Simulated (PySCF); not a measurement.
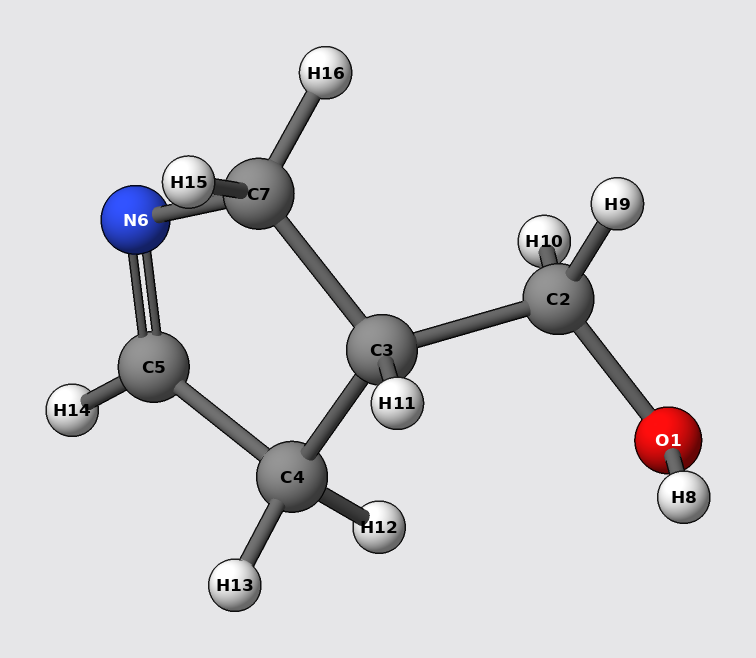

The questions are on isotropic NMR shieldings of the C atoms. The geometry was computed by an optimisation with GFN2-xTB. No frequency run is at hand to confirm it as a minimum. Properties computed with GIAO PBE0/pcSseg-1 NMR shielding, non-relativistic, gas phase (PySCF 2.14.0).

Q: Which C atom is the most shielded (lowest chemical shift)?

A: C3 (144.3 ppm).

Q: Which C atom is the least shielded (highest chemical shift)?

A: C5 (16.8 ppm).

Q: How wide is the range of C shifts?

A: 127.5 ppm.

List the isotropic NMR shieldings of the C atoms.

| atom | σ (ppm) |
| --- | --- |
| C2 | 115.9 |
| C3 | 144.3 |
| C4 | 143.3 |
| C5 | 16.8 |
| C7 | 119.6 |
